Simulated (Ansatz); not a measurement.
```yaml
atoms:
  - { symbol: C, position_ang: [1.3656, 2.0433, 1.7388] }
  - { symbol: C, position_ang: [1.0927, 1.9202, 0.5606] }
  - { symbol: C, position_ang: [0.7418, 1.7495, -0.8318] }
  - { symbol: C, position_ang: [-0.7430, 1.6961, -1.2601] }
  - { symbol: C, position_ang: [0.8089, 0.3351, -1.4707] }
  - { symbol: N, position_ang: [1.8818, 0.0684, -2.3387] }
  - { symbol: O, position_ang: [-0.4990, 0.5544, -2.0884] }
  - { symbol: H, position_ang: [1.6140, 2.1562, 2.7777] }
  - { symbol: H, position_ang: [1.3095, 2.4553, -1.4637] }
  - { symbol: H, position_ang: [-1.4245, 1.4747, -0.4170] }
  - { symbol: H, position_ang: [-1.1297, 2.5591, -1.8279] }
  - { symbol: H, position_ang: [0.7430, -0.4703, -0.7151] }
  - { symbol: H, position_ang: [1.8541, -0.8838, -2.6990] }
  - { symbol: H, position_ang: [1.8836, 0.7111, -3.1307] }
```

Geometry: r2SCAN-D4/def2-SVP.

Level of theory: isolated molecule in a Gaussian basis; Kohn-Sham density functional theory, functional PBE0 in Ansatz 0.2.0.

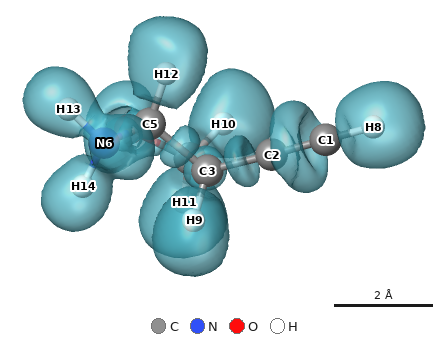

C5H7NO. Isosurface of the electron localisation function at 0.8 (cyan), seen from one side. Core shells and regions of very low density are left out.

**Where are the electrons localised?**

The surface consists of four regions between bonded C–C atoms (shared pairs), five regions around hydrogen nuclei, one region on O in which the atom's valence shell and bonds are merged and one joined region spread over several atoms (H, N), in which their bonds and any lone pairs are merged.

Values along the shortest contacts:
C–C (1.22 Å): the ELF peaks at about 0.85 between the atoms (a multiple bond). C–N (1.41 Å): the ELF peaks at about 0.95 between the atoms: localised, covalent bonding.
